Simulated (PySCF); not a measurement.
SMILES CCc1cccc(C)c1, GFN2-xTB optimised geometry. Atoms within 1.6 Å of the plane z = 0.0 Å (x, y, z in Å): C1 (-2.14, -2.35, -1.50), C2 (-1.90, -1.93, -0.05), C3 (-1.14, -0.64, 0.00), C4 (-1.81, 0.58, 0.00), C5 (-1.10, 1.77, 0.00), C6 (0.29, 1.75, 0.00), C7 (0.98, 0.55, 0.00), C8 (2.48, 0.52, 0.03), C9 (0.25, -0.64, 0.00), H12 (-2.70, -3.29, -1.54), H13 (-1.33, -2.71, 0.46), H14 (-2.86, -1.81, 0.46), H15 (-2.89, 0.60, -0.01), H16 (-1.62, 2.71, 0.00), H17 (0.84, 2.68, 0.00), H18 (2.89, 1.39, -0.48), H19 (2.86, -0.38, -0.45), H20 (2.83, 0.54, 1.06), H21 (0.78, -1.58, 0.00).

Calculation: PBE0/def2-SVP run with PySCF. Cells within 0.4 Å of a nucleus heavier than hydrogen are left out (blank, or x).

Map of the deformation density (molecule minus spherical neutral atoms) (e/bohr³) on the plane z = 0.0 Å:

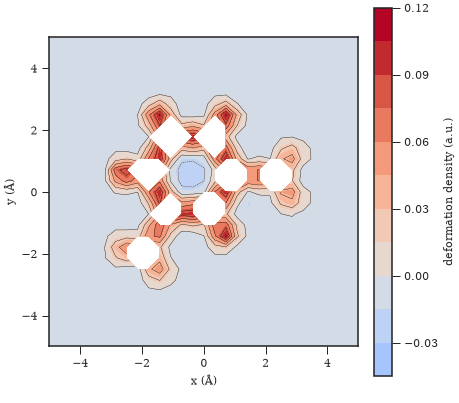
Figure. Deformation density (molecule minus spherical neutral atoms) (e/bohr³) on the plane z = 0.0 Å.
